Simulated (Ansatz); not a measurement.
# HF (hydrogen fluoride) at CCSDT/cc-pVTZ

Aim: the electronic atomisation energy of HF (hydrogen fluoride) at CCSDT/cc-pVTZ, from 3 runs. 

Program for the calculation: Ansatz 0.2.0.

37 further runs of the same task are left out: 37 set aside as unsound or not needed.

**1. The molecule**

HF: 2 atoms, total charge 0, spin state singlet. SMILES: `F`. Geometry: relaxed at PBE0-D4/def2-TZVP.

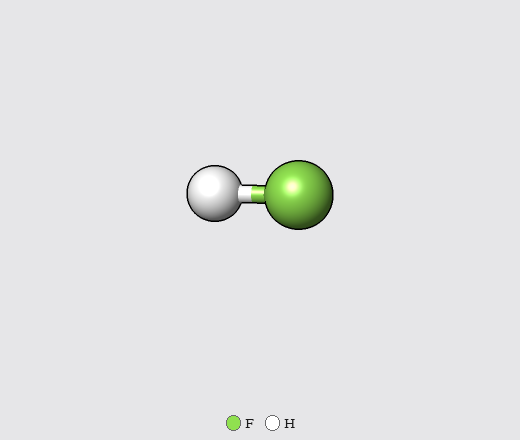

The structure, seen from a chosen angle (fluorine green, hydrogen white).

**2. The energy at CCSDT/cc-pVTZ**

Input file job.yaml:

```yaml
crystal:
  periodic: [false, false, false]
  atoms:
    - symbol: F
      position_ang: [-0.390000, 0.144600, -0.196400]
    - symbol: H
      position_ang: [0.390000, -0.144600, 0.196400]
basis:
  gaussian: {orbitals: cc-pVTZ}
accuracy: high
correlation: {method: ccsdt, frozen_orbitals: {F: 1, H: 0}}
scf: {omitted_lower_state_checks: [cluster_reference, increment]}
```

Run with:

```
$ ansatz run job.yaml --threads 1 --pin off --max-ram 3480MiB --events-out events.jsonl --progress --plain --runs-dir runs
```

Log, shortened:

```text
Warning: RAYON_NUM_THREADS=1 ignored (pool sized by the plan → 1); use --threads N
Functional definition: HF
  name "HF"
[...]
585 factors; integrals over basis functions are off by at most 3.6e-9 eV
[...]
mean field -2722.71320180 eV, -100.0578646450 hartree, gradient 5.5e-9 eV, S^2 0.000000; 0 other end points of the search recorded, 0 dependent functions left out
1 core orbitals not correlated: weight in the atoms' cores, before any rotation towards them, 1.000 or more for the frozen orbitals, at most 0.000 for the correlated occupied ones
reference -2722.71320180 eV, -100.0578646450 hartree; 4, 4 occupied and 39, 39 virtual orbitals, 585 factors
second order -7.39924491 eV of doubles, -0.00000000 eV of singles
cycle   1  -7.32899421 eV  change    7.0e-2 eV  update   4.4e-2
[...]
cycle  18  -7.63316097 eV  change  -7.5e-10 eV  update  2.1e-10
Total energy: -2730.34636278 eV, -100.3383781369 hartree
Checks for a lower state left out: cluster_reference, increment
```

Run time: 3.6 s. Hardware: 1 thread of Arm Neoverse V1, shared host; peak memory 0.15 GiB.

**3. The F atom at the same level**

Input file in.yaml:

```yaml
crystal:
  periodic: [false, false, false]
  atoms:
    - symbol: F
      position_ang: [0.000000, 0.000000, 0.000000]
basis:
  gaussian:
    orbitals: cc-pVTZ
magnetization:
  spin_polarized: true
  initial_magnetization: 1
correlation:
  method: ccsdt
  frozen_orbitals: {F: 1}
accuracy: high
scf:
  omitted_lower_state_checks: [cluster_reference, increment]
```

Run the same way, it converges to -99.62054 Eh (log not shown).

**4. The H atom: a single-point energy at UHF/cc-pVTZ**

Input file job.yaml:

```yaml
crystal:
  periodic: [false, false, false]
  atoms:
    - {symbol: H, position_ang: [0.000000, 0.000000, 0.000000]}
basis:
  gaussian:
    orbitals: cc-pVTZ
magnetization:
  spin_polarized: true
  initial_magnetization: 1
hamiltonian:
  xc: hf
accuracy: high
```

Run the same way, it converges to -0.49981 Eh (log not shown).

**5. Results**

At CCSDT/cc-pVTZ, 1 core orbital frozen:

```
                                            quantity          value
                              molecule: total energy  -100.33838 Eh
molecule: correlation energy (1 core orbital frozen)     -280.5 mEh
                             molecule: T1 diagnostic          0.006
                                F atom: total energy   -99.62054 Eh
  F atom: correlation energy (1 core orbital frozen)     -215.0 mEh
           F atom: ⟨S²⟩ of the reference determinant          0.753
                               F atom: T1 diagnostic          0.004
                                H atom: total energy    -0.49981 Eh
                                        H atom: ⟨S²⟩          0.750
                       electronic atomisation energy       5.933 eV
```

In words: Taking the molecule apart into free atoms costs 5.93 eV (572 kJ/mol), before zero-point energy and without spin-orbit coupling.
